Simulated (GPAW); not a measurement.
# A Sn chain with one atom pushed aside at constant bond length: a series of junctions

Wanted: the trend of the zero-bias conductance over a family of junctions, a Sn chain with one atom pushed aside at constant bond length.

Main program and level: GPAW 26.7.0; GPAW LCAO, PAW setups; Landauer transmission from Green's functions with principal layers (ASE), zero bias.

## 1. The starting structure

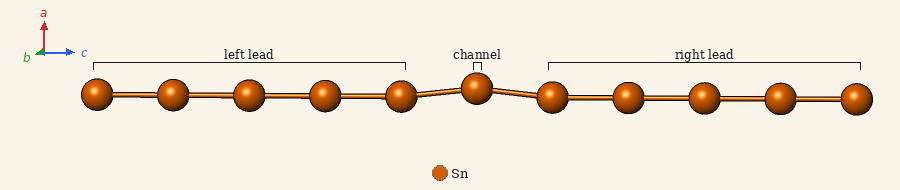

The starting structure, seen from the side, with the c axis across the page (tin orange).

The cell holds 11 atoms: 11 Sn. Cell: a = 9.000 Å, b = 9.000 Å, c = 30.217 Å, α = 90.0°, β = 90.0°, γ = 90.0°. Regions: left lead, 5 atoms (5 Sn); channel, 1 atom (1 Sn); right lead, 5 atoms (5 Sn). Vacuum lies along a and b. The structure is stacked along c, and the current runs across the ab planes.

Coordinates:

```cif
data_structure
_symmetry_space_group_name_H-M 'P 1'
_symmetry_Int_Tables_number 1
_cell_length_a 9.0000
_cell_length_b 9.0000
_cell_length_c 30.2172
_cell_angle_alpha 90.000
_cell_angle_beta 90.000
_cell_angle_gamma 90.000
_cell_volume 2447.59
loop_
_atom_site_label
_atom_site_type_symbol
_atom_site_fract_x
_atom_site_fract_y
_atom_site_fract_z
_atom_site_occupancy
Sn1 Sn 0.50000 0.50000 0.04550 1
Sn2 Sn 0.50000 0.50000 0.13651 1
Sn3 Sn 0.50000 0.50000 0.22752 1
Sn4 Sn 0.50000 0.50000 0.31853 1
Sn5 Sn 0.50000 0.50000 0.40954 1
Sn6 Sn 0.53333 0.50000 0.50000 1
Sn7 Sn 0.50000 0.50000 0.59046 1
Sn8 Sn 0.50000 0.50000 0.68147 1
Sn9 Sn 0.50000 0.50000 0.77248 1
Sn10 Sn 0.50000 0.50000 0.86349 1
Sn11 Sn 0.50000 0.50000 0.95450 1
```

## 2. Member of the series, offset 0.3 Å

The structure changes from member to member while basis and functional stay, so that the trend is less open to errors of the level than any single value.

Input file run.py:

```python
import json
import numpy as np
from ase import Atoms
from ase.transport.calculators import TransportCalculator
from gpaw import GPAW, FermiDirac
from gpaw.lcao.tools import get_lcao_hamiltonian
from scipy.linalg import eigh

# The junction with lead layers at both ends, along the third cell vector
device = Atoms(
    ['Sn', 'Sn', 'Sn', 'Sn', 'Sn', 'Sn', 'Sn', 'Sn', 'Sn', 'Sn', 'Sn'],
    positions=[
        [4.50000, 4.50000, 1.37500],
        [4.50000, 4.50000, 4.12500],
        [4.50000, 4.50000, 6.87500],
        [4.50000, 4.50000, 9.62500],
        [4.50000, 4.50000, 12.37500],
        [4.80000, 4.50000, 15.10859],
        [4.50000, 4.50000, 17.84217],
        [4.50000, 4.50000, 20.59217],
        [4.50000, 4.50000, 23.34217],
        [4.50000, 4.50000, 26.09217],
        [4.50000, 4.50000, 28.84217]],
    cell=[[9.0, 0.0, 0.0], [0.0, 9.0, 0.0], [0.0, 0.0, 30.21717]],
    pbc=True)

# One principal layer of the lead: the first 3 atoms of the device
lead = Atoms(
    ['Sn', 'Sn', 'Sn'],
    positions=[
        [4.50000, 4.50000, 1.37500],
        [4.50000, 4.50000, 4.12500],
        [4.50000, 4.50000, 6.87500]],
    cell=[[9.0, 0.0, 0.0], [0.0, 9.0, 0.0], [0.0, 0.0, 8.25]],
    pbc=True)

settings = dict(mode='lcao', basis='szp(dzp)', xc='PBE', h=0.2,
                occupations=FermiDirac(0.1), maxiter=250,
                mixer=dict(beta=0.1, nmaxold=8, weight=100.0),
                convergence=dict(density=0.0001))
energies = np.arange(-3, 3 + 1e-9, 0.075)
eta = 0.0001
n1, n2 = 1, 1
# k and -k transmit alike, so half of the mesh across the current serves
mesh = [(i, j) for i in range(n1) for j in range(n2) if (i, j) <= (-i % n1, -j % n2)]
weights = np.array([1 if (i, j) == (-i % n1, -j % n2) else 2 for i, j in mesh]) / (n1 * n2)

# [... helper functions left out ...]
fermi_lead = ground_state(lead, (1, 1, 14), 'lead.txt')
fermi_device = ground_state(device, (1, 1, 3), 'device.txt')
# [... loop over the mesh left out, but for ...]
        # Shift the lead onto the potential of the device's first layer
        shift = ((H[:, 0, 0] - H0[:, 0, 0]) / S0[0, 0]).real.mean()
# [...]
kT = 8.617333e-5 * 200
bias = [0.1, 0.2, 0.5, 1.0, 1.5, 2.0]
# [... integrals and printing left out ...]
```

Run with:

```sh
$ OMP_NUM_THREADS=1 OPENBLAS_NUM_THREADS=1 python run.py
```

The program printed:

```text
basis functions: device 154, principal layer 42
Fermi level: lead -3.2113 eV, device -3.2071 eV; lead shifted by 0.0201 eV
largest coupling past the next layer 3.63e-07 eV, largest misfit of the first layer 0.012 eV
  E-E_F (eV)   T (one spin)  [channel counts left out]
    -3.000    7.7070e-09
    -2.925    8.6322e-09
    -2.850    1.2971e-08
    -2.775    2.9065e-08
    -2.700    1.4310e-07
    -2.625    8.4818e-01
    -2.550    9.9756e-01
    -2.475    9.9829e-01
    -2.400    9.9854e-01
    -2.325    9.9866e-01
    -2.250    9.9872e-01
    -2.175    9.9876e-01
    -2.100    9.9878e-01
    -2.025    9.9878e-01
    -1.950    9.9877e-01
    -1.875    9.9875e-01
[...]
2.475    2.9917e+00
     2.550    2.9906e+00
     2.625    2.9892e+00
     2.700    2.9872e+00
     2.775    2.9841e+00
     2.850    2.9791e+00
     2.925    2.9705e+00
     3.000    2.9543e+00
conductance at 200 K: 2.9873 G0 a cell; thermopower -0.05093 uV/K
current from the zero-bias T(E) at 0.1 V: 23.145 uA
current from the zero-bias T(E) at 0.2 V: 46.288 uA
current from the zero-bias T(E) at 0.5 V: 115.68 uA
current from the zero-bias T(E) at 1.0 V: 231 uA
current from the zero-bias T(E) at 1.5 V: 343.42 uA
current from the zero-bias T(E) at 2.0 V: 424.95 uA
```

Run time: 52 s. Hardware: 1 thread of Intel Xeon Platinum 8259CL at 2.50GHz (Skylake/Cascade Lake), shared host; peak memory 1 GiB.

This step gave:

| Quantity | Value |
| --- | --- |
| conductance | 2.987 G₀ |
| largest coupling past the next principal layer | 3.63e-7 eV |
| largest misfit of the first principal layer | 0.01238 eV |
| shift that aligns the lead | 0.02005 eV |
| basis functions of the junction | 154 |
| basis functions of a principal layer | 42 |
| transmission at the Fermi level (one spin) | 2.987 |

One spin. Table of transmission, zone mean by energy, zero at the Fermi level:

| energy (eV) | transmission, zone mean |
| --- | --- |
| -3.000 | 7.7e-9 |
| -2.475 | 0.998 |
| -2.025 | 0.999 |
| -1.500 | 0.998 |
| -0.975 | 0.993 |
| -0.525 | 2.93 |
| 0.000 | 2.99 |
| 0.525 | 2.99 |
| 0.975 | 3.00 |
| 1.500 | 3.00 |
| 2.025 | 3.00 |
| 2.475 | 2.99 |
| 3.000 | 2.95 |

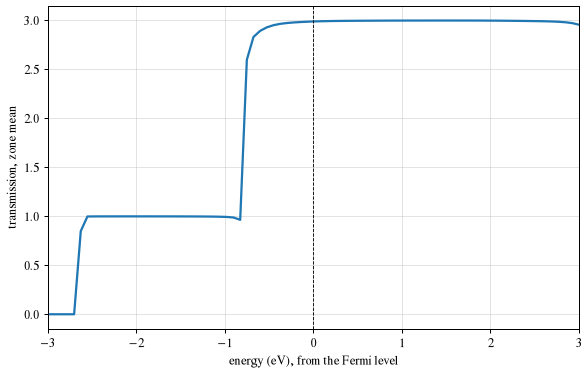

Transmission, zone mean, plotted against energy.

Not self-consistent under bias; the bias window is split evenly. Table of current through one cell, from the zero-bias transmission by bias:

| bias (V) | current through one cell, from the zero-bias transmission (μA) |
| --- | --- |
| 0.100 | 23.1 |
| 0.200 | 46.3 |
| 0.500 | 116 |
| 1.000 | 231 |
| 1.500 | 343 |
| 2.000 | 425 |

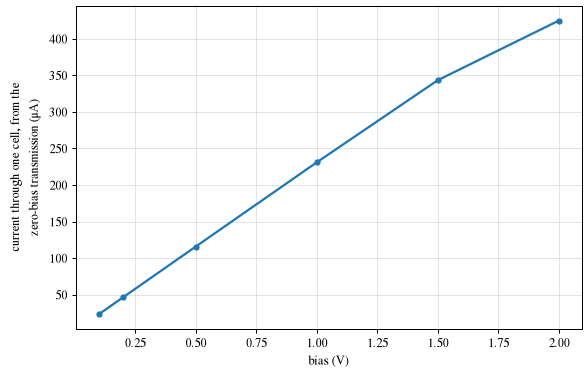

Current through one cell, from the zero-bias transmission, plotted against bias.

Transmission of the three most open eigenchannels against energy, zero at the Fermi level:

| energy (eV) | channel 1 | channel 2 | channel 3 |
| --- | --- | --- | --- |
| -2.7750 | 2.9e-8 | 0 | 0 |
| -2.4750 | 0.998 | 0 | 0 |
| -2.2500 | 0.999 | 0 | 0 |
| -2.0250 | 0.999 | 0 | 0 |
| -1.7250 | 0.999 | 0 | 0 |
| -1.5000 | 0.998 | 0 | 0 |
| -1.2750 | 0.998 | 0 | 0 |
| -0.9750 | 0.993 | 0 | 0 |
| -0.7500 | 0.956 | 0.824 | 0.817 |
| -0.5250 | 0.996 | 0.977 | 0.954 |
| -0.2250 | 0.998 | 0.996 | 0.983 |
| 0.0000 | 0.998 | 0.998 | 0.992 |
| 0.2250 | 0.998 | 0.998 | 0.995 |
| 0.5250 | 0.999 | 0.999 | 0.997 |
| 0.7500 | 0.999 | 0.999 | 0.998 |
| 0.9750 | 0.999 | 0.999 | 0.999 |
| 1.2750 | 0.999 | 0.999 | 0.999 |
| 1.5000 | 0.999 | 0.999 | 0.999 |
| 1.7250 | 0.999 | 0.999 | 0.999 |
| 2.0250 | 0.999 | 0.999 | 0.998 |
| 2.2500 | 0.999 | 0.999 | 0.996 |
| 2.4750 | 0.999 | 0.999 | 0.994 |
| 2.7750 | 0.999 | 0.999 | 0.987 |
| 3.0000 | 0.998 | 0.997 | 0.960 |

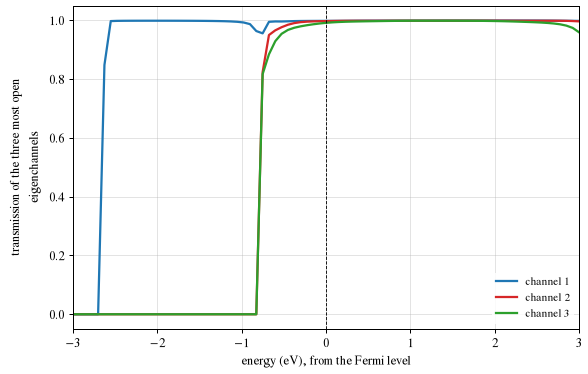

Transmission of the three most open eigenchannels against energy.

Couplings past the next layer reach 3.6e-7 eV, small enough to drop; the matrix elements of the cell's first layer differ from the bulk lead's by up to 0.012 eV. That layer keeps its own values in the calculation, and only beyond it is the lead taken as perfect. The Fermi levels of lead and junction count from different zeros of potential, one for each periodic cell; with both set to zero, the small remaining shift is what aligns them. By hand: G = 2.987 × 77.48 μS = 231 μS, a resistance of 4.32 kΩ; at 0.1 V a linear junction would pass 23.1 μA, and the integral over the bias window gives 23.1 μA.

## 3. Member of the series: offset = 0.6

The cell differs from the one that the last finished run ended in (c 30.217 → 30.117 Å).

Changes to run.py since step 2:

```diff
@@ -17,9 +17,9 @@
         [4.50000, 4.50000, 12.37500],
-        [4.80000, 4.50000, 15.10859],
-        [4.50000, 4.50000, 17.84217],
-        [4.50000, 4.50000, 20.59217],
-        [4.50000, 4.50000, 23.34217],
-        [4.50000, 4.50000, 26.09217],
-        [4.50000, 4.50000, 28.84217]],
-    cell=[[9.0, 0.0, 0.0], [0.0, 9.0, 0.0], [0.0, 0.0, 30.21717]],
+        [5.10000, 4.50000, 15.05875],
+        [4.50000, 4.50000, 17.74249],
+        [4.50000, 4.50000, 20.49249],
+        [4.50000, 4.50000, 23.24249],
+        [4.50000, 4.50000, 25.99249],
+        [4.50000, 4.50000, 28.74249]],
+    cell=[[9.0, 0.0, 0.0], [0.0, 9.0, 0.0], [0.0, 0.0, 30.11749]],
     pbc=True)
```

The program printed:

```text
basis functions: device 154, principal layer 42
Fermi level: lead -3.2113 eV, device -3.1978 eV; lead shifted by 0.0178 eV
largest coupling past the next layer 3.63e-07 eV, largest misfit of the first layer 0.010 eV
  E-E_F (eV)   T (one spin)  [channel counts left out]
    -3.000    6.9326e-09
    -2.925    7.8481e-09
    -2.850    1.1906e-08
    -2.775    2.6967e-08
    -2.700    1.3563e-07
    -2.625    8.3374e-01
    -2.550    9.8823e-01
    -2.475    9.9128e-01
    -2.400    9.9203e-01
    -2.325    9.9214e-01
    -2.250    9.9198e-01
    -2.175    9.9163e-01
    -2.100    9.9114e-01
    -2.025    9.9052e-01
    -1.950    9.8975e-01
    -1.875    9.8883e-01
[...]
2.475    2.9349e+00
     2.550    2.9236e+00
     2.625    2.9092e+00
     2.700    2.8904e+00
     2.775    2.8647e+00
     2.850    2.8284e+00
     2.925    2.7752e+00
     3.000    2.6936e+00
conductance at 200 K: 2.9473 G0 a cell; thermopower -0.1872 uV/K
current from the zero-bias T(E) at 0.1 V: 22.835 uA
current from the zero-bias T(E) at 0.2 V: 45.663 uA
current from the zero-bias T(E) at 0.5 V: 114.05 uA
current from the zero-bias T(E) at 1.0 V: 227.01 uA
current from the zero-bias T(E) at 1.5 V: 334.1 uA
current from the zero-bias T(E) at 2.0 V: 410.84 uA
```

The job ended after 55 s (1 thread; peak memory 1 GiB).

Numbers from this step:

- conductance: 2.947 G₀
- largest misfit of the first principal layer: 0.009907 eV
- shift that aligns the lead: 0.01777 eV
- transmission at the Fermi level (one spin): 2.948

One spin. The transmission, zone mean by energy, zero at the Fermi level:

| energy (eV) | transmission, zone mean |
| --- | --- |
| -3.0000 | 6.9e-9 |
| -2.7750 | 2.7e-8 |
| -2.4750 | 0.991 |
| -2.3250 | 0.992 |
| -2.2500 | 0.992 |
| -2.0250 | 0.991 |
| -1.7250 | 0.986 |
| -1.5000 | 0.980 |
| -1.2750 | 0.967 |
| -0.9750 | 0.898 |
| -0.7500 | 2.09 |
| -0.5250 | 2.77 |
| -0.2250 | 2.91 |
| 0.0000 | 2.95 |
| 0.2250 | 2.97 |
| 0.5250 | 2.98 |
| 0.7500 | 2.99 |
| 0.9750 | 2.99 |
| 1.2750 | 2.99 |
| 1.4250 | 2.99 |
| 1.5000 | 2.99 |
| 1.7250 | 2.99 |
| 2.0250 | 2.97 |
| 2.2500 | 2.96 |
| 2.4750 | 2.93 |
| 2.7750 | 2.86 |
| 3.0000 | 2.69 |

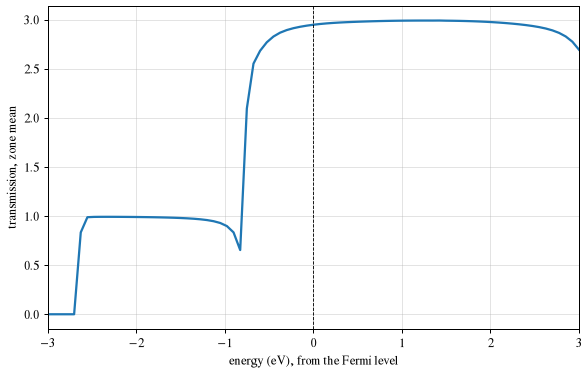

Transmission, zone mean, plotted against energy.

Not self-consistent under bias; the bias window is split evenly. The current through one cell, from the zero-bias transmission by bias:

| bias (V) | current through one cell, from the zero-bias transmission (μA) |
| --- | --- |
| 0.100 | 22.8 |
| 0.200 | 45.7 |
| 0.500 | 114 |
| 1.000 | 227 |
| 1.500 | 334 |
| 2.000 | 411 |

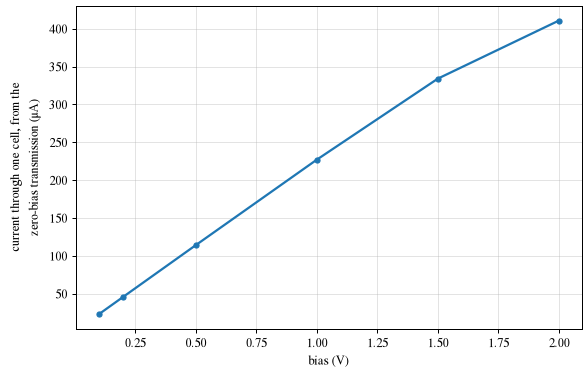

Current through one cell, from the zero-bias transmission against bias.

Transmission of the three most open eigenchannels against energy, zero at the Fermi level:

| energy (eV) | channel 1 | channel 2 | channel 3 |
| --- | --- | --- | --- |
| -3.000 | 6.9e-9 | 0 | 0 |
| -2.475 | 0.991 | 0 | 0 |
| -2.025 | 0.991 | 0 | 0 |
| -1.500 | 0.980 | 0 | 0 |
| -0.975 | 0.898 | 0 | 0 |
| -0.525 | 0.992 | 0.965 | 0.812 |
| 0.000 | 0.998 | 0.998 | 0.951 |
| 0.525 | 0.999 | 0.999 | 0.981 |
| 0.975 | 0.999 | 0.998 | 0.992 |
| 1.500 | 0.999 | 0.997 | 0.993 |
| 2.025 | 0.999 | 0.999 | 0.976 |
| 2.475 | 0.999 | 0.998 | 0.938 |
| 3.000 | 0.998 | 0.995 | 0.700 |

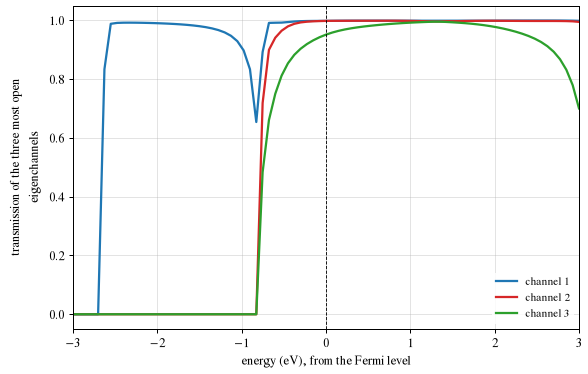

Transmission of the three most open eigenchannels against energy.

The conductance, 2.95 G₀, lies 1.3 % below that of the member before.

## 4. Member of the series: offset = 0.9

The cell differs from the one that the last finished run ended in (c 30.117 → 29.947 Å).

Changes to run.py since step 3:

```diff
@@ -17,9 +17,9 @@
         [4.50000, 4.50000, 12.37500],
-        [5.10000, 4.50000, 15.05875],
-        [4.50000, 4.50000, 17.74249],
-        [4.50000, 4.50000, 20.49249],
-        [4.50000, 4.50000, 23.24249],
-        [4.50000, 4.50000, 25.99249],
-        [4.50000, 4.50000, 28.74249]],
-    cell=[[9.0, 0.0, 0.0], [0.0, 9.0, 0.0], [0.0, 0.0, 30.11749]],
+        [5.40000, 4.50000, 14.97356],
+        [4.50000, 4.50000, 17.57211],
+        [4.50000, 4.50000, 20.32211],
+        [4.50000, 4.50000, 23.07211],
+        [4.50000, 4.50000, 25.82211],
+        [4.50000, 4.50000, 28.57211]],
+    cell=[[9.0, 0.0, 0.0], [0.0, 9.0, 0.0], [0.0, 0.0, 29.94711]],
     pbc=True)
```

The program printed:

```text
basis functions: device 154, principal layer 42
Fermi level: lead -3.2113 eV, device -3.1802 eV; lead shifted by 0.0093 eV
largest coupling past the next layer 3.63e-07 eV, largest misfit of the first layer 0.011 eV
  E-E_F (eV)   T (one spin)  [channel counts left out]
    -3.000    5.7138e-09
    -2.925    6.6525e-09
    -2.850    1.0393e-08
[...]
2.925    2.4144e+00
     3.000    2.3158e+00
conductance at 200 K: 2.8575 G0 a cell; thermopower -0.3574 uV/K
current from the zero-bias T(E) at 0.1 V: 22.138 uA
current from the zero-bias T(E) at 0.2 V: 44.268 uA
current from the zero-bias T(E) at 0.5 V: 110.51 uA
current from the zero-bias T(E) at 1.0 V: 219.55 uA
current from the zero-bias T(E) at 1.5 V: 322.14 uA
current from the zero-bias T(E) at 2.0 V: 392.66 uA
```

Wall time 54 s (1 thread); peak memory 0.99 GiB.

The conductance, 2.86 G₀, lies 3.0 % below that of the member before.

## 5. Member of the series: offset = 1.2

The cell differs from the one that the last finished run ended in (c 29.947 → 29.699 Å).

Changes to run.py since step 4:

```diff
@@ -17,9 +17,9 @@
         [4.50000, 4.50000, 12.37500],
-        [5.40000, 4.50000, 14.97356],
-        [4.50000, 4.50000, 17.57211],
-        [4.50000, 4.50000, 20.32211],
-        [4.50000, 4.50000, 23.07211],
-        [4.50000, 4.50000, 25.82211],
-        [4.50000, 4.50000, 28.57211]],
-    cell=[[9.0, 0.0, 0.0], [0.0, 9.0, 0.0], [0.0, 0.0, 29.94711]],
+        [5.70000, 4.50000, 14.84937],
+        [4.50000, 4.50000, 17.32374],
+        [4.50000, 4.50000, 20.07374],
+        [4.50000, 4.50000, 22.82374],
+        [4.50000, 4.50000, 25.57374],
+        [4.50000, 4.50000, 28.32374]],
+    cell=[[9.0, 0.0, 0.0], [0.0, 9.0, 0.0], [0.0, 0.0, 29.69874]],
     pbc=True)
```

The program printed:

```text
basis functions: device 154, principal layer 42
Fermi level: lead -3.2113 eV, device -3.1556 eV; lead shifted by 0.0042 eV
largest coupling past the next layer 3.63e-07 eV, largest misfit of the first layer 0.016 eV
  E-E_F (eV)   T (one spin)  [channel counts left out]
    -3.000    4.0959e-09
    -2.925    4.8191e-09
    -2.850    7.5858e-09
[...]
2.925    2.1213e+00
     3.000    2.0486e+00
conductance at 200 K: 2.7319 G0 a cell; thermopower -0.4519 uV/K
current from the zero-bias T(E) at 0.1 V: 21.165 uA
current from the zero-bias T(E) at 0.2 V: 42.321 uA
current from the zero-bias T(E) at 0.5 V: 105.63 uA
current from the zero-bias T(E) at 1.0 V: 209.69 uA
current from the zero-bias T(E) at 1.5 V: 307.87 uA
current from the zero-bias T(E) at 2.0 V: 374.04 uA
```

Run time: 54 s. Hardware: 1 thread; peak memory 0.99 GiB.

The conductance, 2.73 G₀, lies 4.4 % below that of the member before.

## 6. Side by side

Times are for 1 thread of Intel Xeon Platinum 8259CL at 2.50GHz (Skylake/Cascade Lake), shared host. The series side by side:

| no. | offset (Å) | conductance (G₀) | time | memory (GiB) |
| --- | --- | --- | --- | --- |
| 1 | 0.3 | 2.987 | 52 s | 1.0 |
| 2 | 0.6 | 2.947 | 55 s | 1.0 |
| 3 | 0.9 | 2.857 | 54 s | 0.99 |
| 4 | 1.2 | 2.732 | 54 s | 0.99 |

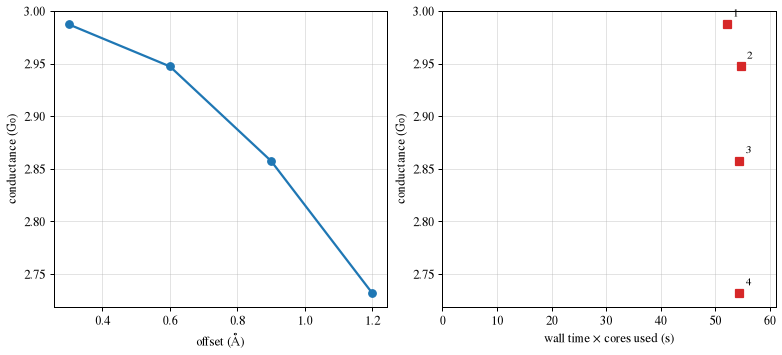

The series as plots; the last panel sets the first result against cost, with the runs numbered as in the table.

(Part 1 of 2 ends here.)

[Logs are printed without paths, hosts, clocks, repeated set-up lines and the standing remarks that a program may print on its own settings, such as how far it seeks lower states.]

[Hosts, paths, dates, database ids (printed as entryN), source tags and the programs' standing remarks are cut or masked in the printed files.]
